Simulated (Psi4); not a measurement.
**CAM-B3LYP/cc-pVTZ run of [BCl2]+ (SMILES Cl[B+]Cl)**

What is the vertical singlet–triplet gap of [BCl2]+ at CAM-B3LYP/cc-pVTZ? 

The calculation is run with Psi4 1.11.

1 further run of the same task is left out (set aside as unsound or not needed).

## 1. The system as given

[BCl2]+ has 3 atoms, charge +1, and is taken as a singlet. As SMILES, `Cl[B+]Cl`. The shape is that of a PBE0-D4/def2-TZVP optimisation.

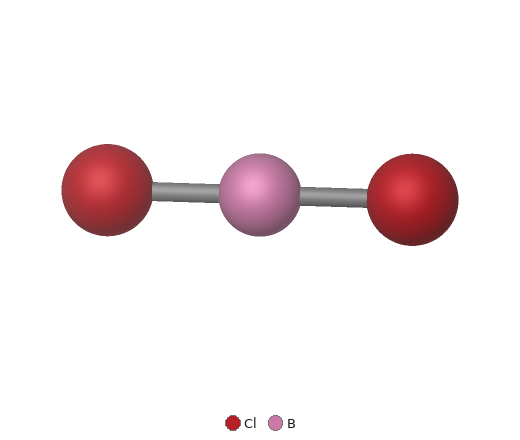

Viewed from a chosen angle; chlorine red, boron pink.

## 2. Energy and forces at CAM-B3LYP/cc-pVTZ

Contents of input.dat:

```
memory 2200 MB

molecule geom {
  1 1
  Cl    -1.267920     0.785680    -0.605300
  B      0.000010     0.000020     0.000000
  Cl     1.267910    -0.785700     0.605290
  symmetry c1
  no_reorient
  no_com
}

set basis cc-pVTZ
set puream true
set e_convergence 1e-09
set d_convergence 1e-08
set scf_type pk
set dft_radial_points 99
set dft_spherical_points 590

gradient('cam-b3lyp')
```

Started as:

```sh
psi4 -n 1 input.dat output.dat
```

output.dat:

```text
[...]
  Running in c1 symmetry.
[...]
  Nuclear repulsion =  103.386300936329633
[...]
  Multiplicity = 1
[...]
  Nalpha       = 19
  Nbeta        = 19
[...]
    Number of basis functions: 98
[...]
   @RKS iter   1:  -945.02426222571432    2.94236e-01   1.89553e-03 DIIS/ADIIS
[...]
   @RKS iter   9:  -945.03469350510511   -3.97904e-12   2.39053e-09 DIIS
[...]
    Orbital Energies [Eh]
    ---------------------
    Doubly Occupied:
       1A   -101.942057     2A   -101.942053     3A     -9.847872
       4A     -9.847862     5A     -7.609471     6A     -7.609465
       7A     -7.604194     8A     -7.604194     9A     -7.604193
      10A     -7.604193    11A     -7.242691    12A     -1.244281
      13A     -1.228484    14A     -0.848854    15A     -0.801574
      16A     -0.733960    17A     -0.733960    18A     -0.675310
      19A     -0.675310
[...]
  @RKS Final Energy:  -945.03469350510511
   => Energetics <=
    Nuclear Repulsion Energy =            103.3863009363296328
    One-Electron Energy =               -1498.1820104234066093
    Two-Electron Energy =                 495.8087109997016455
    DFT Exchange-Correlation Energy =     -46.0476950177297297
    Empirical Dispersion Energy =           0.0000000000000000
    VV10 Nonlocal Energy =                  0.0000000000000000
    Total Energy =                       -945.0346935051051105
[...]
 Multipole Moments:
 ------------------------------------------------------------------------------------
     Multipole            Electronic (a.u.)      Nuclear  (a.u.)        Total (a.u.)
 ------------------------------------------------------------------------------------
 L = 1.  Multiply by 2.5417464519 to convert [e a0] to [Debye]
 Dipole X            :          0.0002295           -0.0002268            0.0000027
 Dipole Y            :          0.0004667           -0.0004535            0.0000132
 Dipole Z            :          0.0003154           -0.0003213           -0.0000058
 Magnitude           :                                                    0.0000147
[...]
  -Total Gradient:
     Atom            X                  Y                   Z
    ------   -----------------  -----------------  -----------------
       1        0.000046718930    -0.000030408924     0.000022383548
       2        0.000000082666     0.000002866097    -0.000000120965
       3       -0.000046801526     0.000027542946    -0.000022262564
[...]
```

Wall time 52 s (1 thread of Intel Xeon 6975P-C (Granite Rapids), shared host); peak memory 1.1 GiB.

## 3. The triplet: a single-point energy at UCAM-B3LYP/cc-pVTZ

Contents of calc.inp:

```
memory 2.2 GB

molecule geom {
  1 3
  Cl    -1.267920     0.785680    -0.605300
  B      0.000010     0.000020     0.000000
  Cl     1.267910    -0.785700     0.605290
  symmetry c1
  no_reorient
  no_com
}

set basis cc-pVTZ
set reference uks
set puream true
set e_convergence 1e-09
set d_convergence 1e-08
set scf_type pk
set dft_radial_points 99
set dft_spherical_points 590
set maxiter 100

result, w = energy('cam-b3lyp', return_wfn=True)
oeprop(w, 'WIBERG_LOWDIN_INDICES', 'DIPOLE', 'MAYER_INDICES')
```

Started as:

```sh
psi4 calc.inp calc.out -n 1
```

calc.out:

```text
[...]
  Running in c1 symmetry.
[...]
  Nuclear repulsion =  103.386300936329633
[...]
  Multiplicity = 3
[...]
  Nalpha       = 20
  Nbeta        = 18
[...]
    Number of basis functions: 98
[...]
   @UKS iter   1:  -944.77577409950777    5.42724e-01   2.11371e-03 ADIIS/DIIS
[...]
   @UKS iter  12:  -944.79741219768016   -9.43601e-12   8.10246e-09 DIIS
[...]
   @S^2 Observed:                2.006961250E+00
[...]
    Orbital Energies [Eh]
    ---------------------
    Alpha Occupied:
       1A   -101.975487     2A   -101.975483     3A     -9.877941
       4A     -9.877934     5A     -7.643706     6A     -7.643704
       7A     -7.636467     8A     -7.636462     9A     -7.631834
      10A     -7.631833    11A     -7.147037    12A     -1.263595
      13A     -1.250482    14A     -0.858701    15A     -0.807548
      16A     -0.774748    17A     -0.739882    18A     -0.731467
      19A     -0.694759    20A     -0.442994
    Alpha Virtual:
      21A     -0.238940    22A     -0.188396    23A     -0.057770
      24A     -0.037411    25A     -0.012443    26A      0.002758
[...]
  @UKS Final Energy:  -944.79741219768016
   => Energetics <=
    Nuclear Repulsion Energy =            103.3863009363296328
    One-Electron Energy =               -1497.5095887875118024
    Two-Electron Energy =                 495.3700771441622237
    DFT Exchange-Correlation Energy =     -46.0442014906602424
    Empirical Dispersion Energy =           0.0000000000000000
    VV10 Nonlocal Energy =                  0.0000000000000000
    Total Energy =                       -944.7974121976801598
[...]
 Multipole Moments:
 ------------------------------------------------------------------------------------
     Multipole            Electronic (a.u.)      Nuclear  (a.u.)        Total (a.u.)
 ------------------------------------------------------------------------------------
 L = 1.  Multiply by 2.5417464519 to convert [e a0] to [Debye]
 Dipole X            :          0.0002085           -0.0002268           -0.0000183
 Dipole Y            :          0.0004052           -0.0004535           -0.0000483
 Dipole Z            :          0.0003095           -0.0003213           -0.0000117
 Magnitude           :                                                    0.0000530
[...]
```

Run time: 21 s. Hardware: 1 thread of Intel Xeon 6975P-C (Granite Rapids), shared host; peak memory 1.1 GiB.

## 4. Results

Level: CAM-B3LYP/cc-pVTZ.

| quantity | value |
| --- | --- |
| singlet: total energy | -945.03469 Eh |
| singlet: HOMO energy | -18.38 eV |
| singlet: LUMO energy | -7.07 eV |
| singlet: HOMO–LUMO gap | 11.31 eV |
| singlet: largest force on an atom | 0.003 eV/Å |
| triplet: total energy | -944.79741 Eh |
| triplet: HOMO energy (highest over α and β) | -12.05 eV |
| triplet: ⟨S²⟩ | 2.007 |
| vertical energy of the triplet above the singlet | 6.457 eV |

In words: At this shape the triplet lies 6.46 eV (623 kJ/mol) above the singlet.
